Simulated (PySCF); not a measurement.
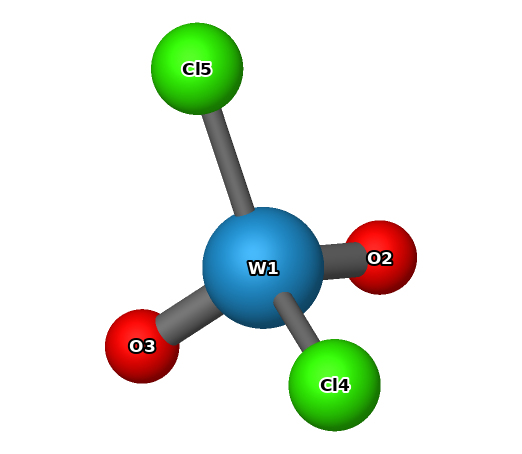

The thickness of each stick grows with its Mayer bond order. Charge 0, singlet. Computed geometry: PBE0/def2-SVP with core potentials optimisation. Computed with PBE0/def2-SVP, core potentials on W (PySCF 2.14.0).

List the Mayer bond orders of W1–O2, W1–Cl4 (one bond of each equivalent set).

```
  bond  Mayer order  length (Å)
 W1–O2         2.13       1.691
W1–Cl4         1.13       2.269
```

The search tried a few shapes and spins; others may lie lower.
